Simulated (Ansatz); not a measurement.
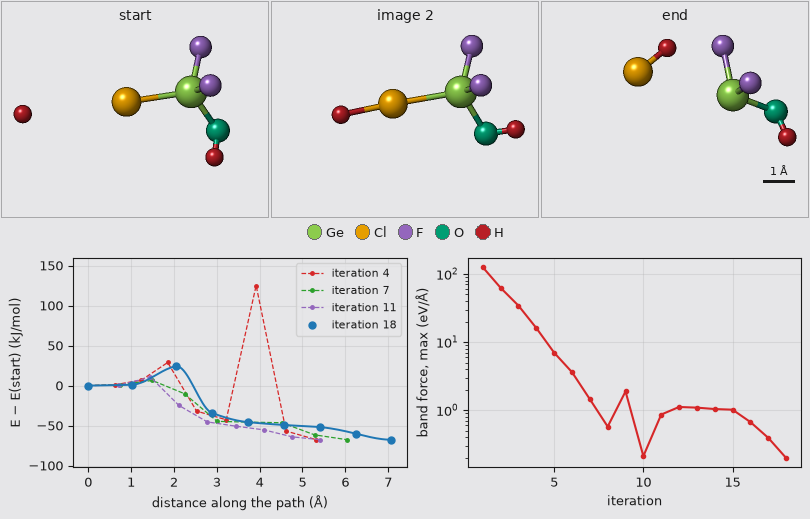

NEB run on GeH₂OClF₂ (multiplicity 2), made up at the start of GeHOClF2 and H. Images are numbered from 0 (start) to 8 (end). The plot follows the band through its iterations. Style: ball-and-stick. Shown at a tilt.

Method: Ansatz, UKS PBE/def2-SVP. Settings: 7 movable images; climbing image; force threshold 0.2 eV/Å; iteration limit 60; starting path through a guess of the saddle point.

Did the band converge, and can the barrier be trusted?

Answer. The run met only a loose threshold, so the barrier can't be trusted yet. The band converged in 18 iterations. The largest component of the band force went from 130 to 0.2 eV/Å. The climbing image converged on the top of the path. Its curvatures weren't checked. The force threshold is so loose that the height of the top is at best an upper bound. The first iteration put the highest image at 2485.0 kJ/mol. The highest point, image 2, lies 24.1 kJ/mol above the start and 91.7 kJ/mol above the end; the end is at −67.6 kJ/mol relative to the start.

Limits of the set-up: the start holds two separate molecules, 3.4 Å apart at their closest, whose relative position is a soft coordinate and is computed without a dispersion correction.

Cost: 81 s on 4 threads of AMD EPYC 9R45 96-Core Processor (Zen 5), with other jobs on the host, peak memory 0.21 GiB.
